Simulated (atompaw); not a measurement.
Input of atompaw 4.2.0.5:

```
Eu 63
GGA-PBESOL scalarrelativistic loggrid 2001 logderivrange -5 5 251
6 6 5 4 0 0
6 1 0
5 2 0
4 3 7
0 0 0
c
c
c
c
v
v
c
c
c
v
v
c
c
v
v
3
3.00 2.45 2.60 1.75
n
n
y
0.5
n
y
2.25
n
custom rrkj vanderbiltortho besselshape
bessel
2.20
3.00
2.35
3.00
3.00
3.00
1.50
1.50
```

Command:
```bash
atompaw < Eu.input > Eu.log
```

Functional and relativity: PBEsol, scalar-relativistic.

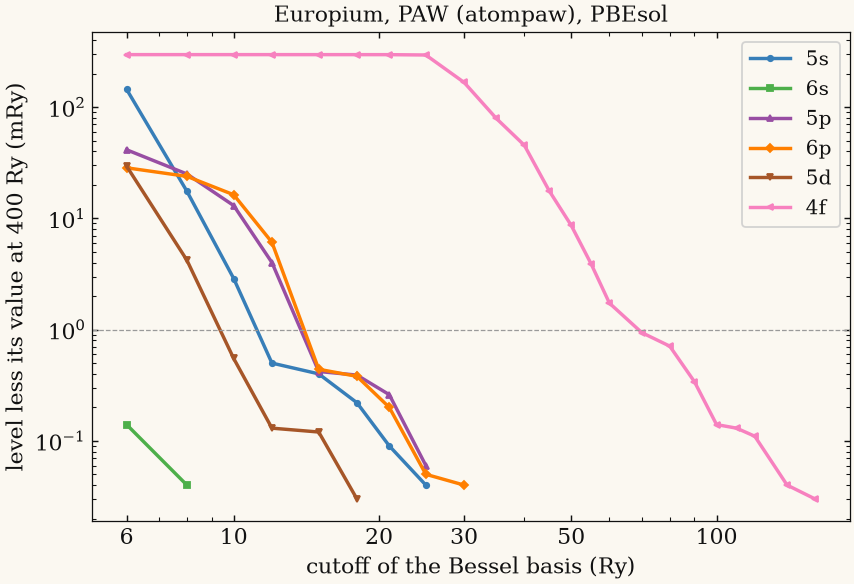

The pseudo-atom Hamiltonian at the reference potential is diagonalised in spherical Bessel functions (20 bohr box) up to the cutoff. Curves: distance of each valence level from its value at 400 Ry.

At which cutoff does each level come within 1 mRy for good?

Answer. 5s: 12 Ry; 6s: 6 Ry or less; 5p: 15 Ry; 6p: 15 Ry; 5d: 10 Ry; 4f: 70 Ry.

Which occupied shell is the hardest?

Answer. 4f: its level needs 70 Ry to come within 1 mRy, against 15 Ry for 5p.

What cutoffs are needed for 10 mRy and 1 mRy in the sum of levels?

Answer. 70 Ry and 100 Ry, on the ladder of cutoffs that was run.
